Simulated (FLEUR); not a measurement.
# Anisotropy of FePt (volume factor 1.04 on the database's cell) with FLEUR, part 2 of 2

Wanted: anisotropy for FePt (volume factor 1.04 on the database's cell), with the cost of each step.

FLEUR MaX-R8.1; PBE; all-electron FLAPW, Dirac cores, scalar-relativistic bands.

So far. Step 2 (Reference state): After 25 cycles the largest moment stands at 3.05 μB.

### Step 5. Spin–orbit coupling, moments along [001]

Level of this step: PBE; all-electron FLAPW, Dirac cores, scalar-relativistic bands with spin-orbit coupling (FLEUR).

Spin–orbit coupling ties the spins to the lattice and lets orbital moments form.

A new self-consistent run of the start ferro +, with the moments along z. The k list default-1 (kpts.xml, not shown) is a Γ-centred 20×20×15 mesh.

Contents of inp.xml:

```
<?xml version="1.0" encoding="UTF-8" standalone="no"?>
<fleurInput fleurInputVersion="0.39">
   <comment>
      FePt
   </comment>
   <calculationSetup>
      <cutoffs Kmax="3.6" Gmax="10.8" GmaxXC="10.8" numbands="72"/>
      <scfLoop itmax="110" minDistance="0.00002" maxIterBroyd="15" imix="Anderson" alpha="0.05" precondParam="0.0" spinf="2.0" sdNocoIR="T"/>
      <coreElectrons ctail="T" frcor="F" kcrel="0" coretail_lmax="0"/>
      <xcFunctional name="pbe" relativisticCorrections="F"/>
      <magnetism jspins="2"/>
      <soc l_soc="T" theta="0.0" phi="0.0" spav="F"/>
      <expertModes spex="0" secvar="F"/>
      <geometryOptimization l_f="F" forcealpha="1.0" forcemix="BFGS" epsdisp="0.00001" epsforce="0.00001"/>
      <ldaU l_linMix="F" mixParam="0.05" spinf="1.0"/>
   </calculationSetup>
   <cell>
      <bzIntegration valenceElectrons="32.0" mode="hist" fermiSmearingEnergy="0.00183747">
         <kPointListSelection listName="default-1"/>
         <xi:include xmlns:xi="http://www.w3.org/2001/XInclude" href="kpts.xml"> </xi:include>
      </bzIntegration>
      <xi:include xmlns:xi="http://www.w3.org/2001/XInclude" href="sym.xml"> </xi:include>
      <bulkLattice scale="1.0">
         <bravaisMatrix>
            <row-1>    5.2143962043523588     0.0000000000000000     0.0000000000000000</row-1>
            <row-2>    0.0000000000000000     5.2143962043523588     0.0000000000000000</row-2>
            <row-3>    0.0000000000000000     0.0000000000000000     7.1222889086950207</row-3>
         </bravaisMatrix>
      </bulkLattice>
   </cell>
   <atomSpecies>
      <species name="Iron (Fe) 2.800" element="Fe" atomicNumber="26">
         <mtSphere radius="2.5" gridPoints="827" logIncrement="0.015"/>
         <atomicCutoffs lmax="10" lnonsphr="8"/>
         <electronConfig flipSpins="F">
            <coreConfig>(1s1/2) (2s1/2) (2p1/2) (2p3/2)</coreConfig>
            <valenceConfig>(3s1/2) (3p1/2) (3p3/2) (4s1/2) (3d3/2) (3d5/2)</valenceConfig>
            <stateOccupation state="(3d3/2)" spinUp="1.4" spinDown="1.0"/>
            <stateOccupation state="(3d5/2)" spinUp="3.0" spinDown="0.6"/>
         </electronConfig>
         <energyParameters s="4" p="4" d="3" f="4"/>
         <lo type="SCLO" l="0" n="3" eDeriv="0"/>
         <lo type="SCLO" l="1" n="3" eDeriv="0"/>
      </species>
      <species name="Platinum (Pt)" element="Pt" atomicNumber="78">
         <mtSphere radius="2.5" gridPoints="827" logIncrement="0.016"/>
         <atomicCutoffs lmax="10" lnonsphr="8"/>
         <electronConfig flipSpins="F">
            <coreConfig>(1s1/2) (2s1/2) (2p1/2) (2p3/2) (3s1/2) (3p1/2) (3p3/2) (4s1/2) (3d3/2) (3d5/2) (4p1/2) (4p3/2) (5s1/2) (4d3/2) (4d5/2) (4f5/2) (4f7/2)</coreConfig>
            <valenceConfig>(5p1/2) (5p3/2) (6s1/2) (5d3/2) (5d5/2)</valenceConfig>
            <stateOccupation state="(6s1/2)" spinUp="0.500000" spinDown="0.500000"/>
            <stateOccupation state="(5d3/2)" spinUp="1.800000" spinDown="1.800000"/>
            <stateOccupation state="(5d5/2)" spinUp="2.700000" spinDown="2.700000"/>
         </electronConfig>
         <energyParameters s="6" p="6" d="5" f="5"/>
         <lo type="SCLO" l="1" n="5" eDeriv="0"/>
      </species>
   </atomSpecies>
   <atomGroups>
      <atomGroup species="Iron (Fe) 2.800">
         <relPos label="                   1">.0000000000 .0000000000 .0000000000</relPos>
         <force calculate="T" relaxXYZ="TTT"/>
      </atomGroup>
      <atomGroup species="Platinum (Pt)">
         <relPos label="                   2">1.000/2.000 1.000/2.000 1.000/2.000</relPos>
         <force calculate="T" relaxXYZ="TTT"/>
      </atomGroup>
   </atomGroups>
   <output dos="F" band="F" slice="F">
      <bandDOS minEnergy="-.5*Htr" maxEnergy="0.5*Htr" sigma="0.015" storeEVData="T"/>
      <plotting iplot="0" polar="F">
         <plot TwoD="T" vec1="  1.0  0.0  0.0" vec2="  0.0  1.0  0.0" vec3="  0.0  0.0  1.0" zero="  0.0  0.0  0.0" file="plot"/>
      </plotting>
      <moessbauerParams electricFieldGradient="F" isomerShift="F" coreHyperfine="F" valenceHyperfine="F"/>
   </output>
</fleurInput>
```

Contents of crystal.txt:

```
FePt
&input film=F cartesian=F /
2.75933964000  0.00000000000  0.00000000000
0.00000000000  2.75933964000  0.00000000000
0.00000000000  0.00000000000  3.76895298000
1.8897261246
1.0 1.0 1.0

2
26 0.00000000000  0.00000000000  0.00000000000 : 2.800
78 0.50000000000  0.50000000000  0.50000000000

&soc 0.0000000 0.0000000 /
&kpt div1=20 div2=20 div3=15 gamma=T /
```

On the command line:

```sh
$ OMP_NUM_THREADS=1 inpgen -f crystal.txt > inpgen.log  # inp.xml is then edited as shown
$ OMP_NUM_THREADS=1 mpirun -n 4 fleur_MPI > fleur.log
```

The program printed:

```text
[banner, memory and clock lines left out]
Welcome to FLEUR        (www.flapw.de)
      MaX-Release 8.1          (www.max-centre.eu)

 ========== k-point set info ==========
 Selected k-point list: default-1
 k-point list type: mesh
 20 x 20 x 15
 Number of k points: 816

 [... set-up left out ...]
 Iteration:     1   Distance:      41.00060121 me/bohr^3
 Iteration:     2   Distance:      15.26451178 me/bohr^3
 Iteration:     3   Distance:      12.74949935 me/bohr^3
 Iteration:     4   Distance:       9.42836363 me/bohr^3
 Iteration:     5   Distance:       9.40256413 me/bohr^3
 Iteration:     6   Distance:       9.21937451 me/bohr^3
 Iteration:     7   Distance:       3.71069561 me/bohr^3
 Iteration:     8   Distance:       1.36501657 me/bohr^3
 Iteration:     9   Distance:       1.01143456 me/bohr^3
 Iteration:    10   Distance:       0.61149965 me/bohr^3
 Iteration:    11   Distance:       0.10417051 me/bohr^3
 Iteration:    12   Distance:       0.07819429 me/bohr^3
 Iteration:    13   Distance:       0.02727847 me/bohr^3
 Iteration:    14   Distance:       0.02073964 me/bohr^3
[... lines left out ...]
 Iteration:    19   Distance:       0.00083620 me/bohr^3
 Iteration:    20   Distance:       0.00045283 me/bohr^3
 Iteration:    21   Distance:       0.00048932 me/bohr^3
 Iteration:    22   Distance:       0.00010051 me/bohr^3
 Iteration:    23   Distance:       0.00003816 me/bohr^3
 Iteration:    24   Distance:       0.00003516 me/bohr^3
 Iteration:    25   Distance:       0.00000483 me/bohr^3

 ********************************************************************
 Run finished successfully
 Stop message:
   all done
 ********************************************************************

--- out.xml (last complete iteration) ---
<iteration numberForCurrentRun="   25" overallNumber="   25">
         [... left out ...]
         <bandgap value="0.0000000000" units="eV"/>
         <sumValenceSingleParticleEnergies value="-19.1890140271" units="Htr"/>
         <FermiEnergy value="0.3994628069" units="Htr"/>
         [... left out ...]
         <magneticMomentsInMTSpheres units="muBohr">
            <globalMagMoment atomType="1" vec="0.00000   0.00000   3.02311"/>
            <globalMagMoment atomType="2" vec="0.00000   0.00000   0.37177"/>
         </magneticMomentsInMTSpheres>
         <orbitalMomentsInMTSpheres units="muBohr">
            <globalMagMoment atomType="1" vec="0.00000   0.00000   0.06693"/>
            <globalMagMoment atomType="2" vec="0.00000   0.00000   0.05225"/>
         </orbitalMomentsInMTSpheres>
         [... left out ...]
         <totalEnergy value="   -19719.5940208794" units="Htr">
            <sumOfEigenvalues value="   -12064.5515549243">
               <coreElectrons value="-12045.3625408972"/>
               <valenceElectrons value="-19.1890140271"/>
            </sumOfEigenvalues>
         [... left out ...]
            <freeEnergy value="-19719.5944552998"/>
            <extrapolationTo0K value="-19719.5942380896"/>
         </totalEnergy>
         <densityConvergence units="me/bohr^3">
            <chargeDensity spin="1" distance="0.0000026290"/>
            <chargeDensity spin="2" distance="0.0000032663"/>
            <overallChargeDensity distance="0.0000048260"/>
            <spinDensity distance="0.0000034453"/>
         </densityConvergence>
      </iteration>
```

Wall time 10 min (4 MPI ranks of Arm Neoverse V1, shared host); peak memory 0.9 GiB; 40 min of CPU time.

Spin moment in the muffin-tin sphere by atom:

```csv
atom,spin moment in the muffin-tin sphere (μB)
Fe1,3.02
Pt2,0.37
```

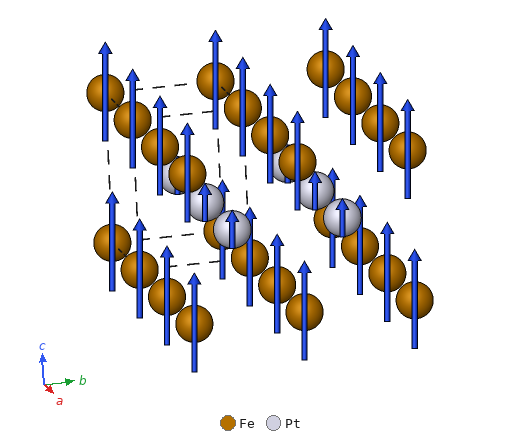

Spin moment in the muffin-tin sphere as arrows, the longest 3.02 μB. Up and down stand for the sign. Arrows give size and sign along the axis of quantisation, drawn up and down the page. Each arrow also spans its atom, so small moments look longer than they are. 3×2×1 cells are drawn. Some periodic images of atoms are drawn too.

Read from the output:

- free energy: -536597.5013 eV
- program's band gap on this mesh (in a metal only a level spacing): 0 eV
- magnetization: 3.324 μB
- final state: ferromagnetic
- orbital moment along the spin: 0.06693 μB

Orbital moment in the sphere, along the spin axis by atom:

```csv
atom,"orbital moment in the sphere, along the spin axis (μB)"
Fe1,0.0669
Pt2,0.0522
```

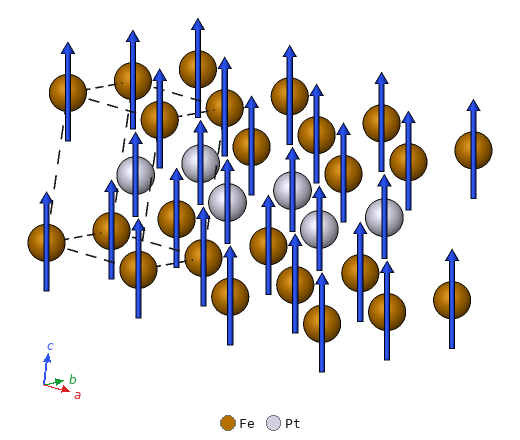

Orbital moment in the sphere, along the spin axis as arrows, the longest 0.0669 μB. Up and down stand for the sign. Arrows give size and sign along the axis of quantisation, drawn up and down the page. 3×2×1 cells are drawn. Some periodic images of atoms are drawn too.

### Step 6. What came out

```yaml
reference_state: ferromagnetic
largest_sphere_moment: 3.05 μB
easy_direction_of_those_tried: [001]
energy_along_100_less_001_force_theorem: 2.16 meV a primitive cell
orbital_moment_on_the_atom_of_largest_spin_along_its_spin_spin_orbit_run: 0.0669 μB
```

**Reading.** By the force theorem the moments prefer [001]; shape anisotropy is not in it. The difference for the second direction goes from 2.2 meV (mesh 14×14×10, 72 states, 6.9 min of CPU time) to 2.2 meV (mesh 20×20×15, 72 states, 21 min). The orbital moment is parallel to the spin. The state was typed, and no other order was converged beside it, so it need not be the ground state.

[Logs and program files are shortened in this print: banners, set-up blocks, solver, clock and traceback lines can be left out without a mark of their own.]

[Logs are printed without paths, hosts, clocks, repeated set-up lines and the standing remarks that a program may print on its own settings, such as how far it seeks lower states.]

[Hosts, paths, dates, database ids (printed as entryN), source tags and the programs' standing remarks are cut or masked in the printed files.]

[Where a cell is said to come from a database of computed structures, the database is the Materials Project.]
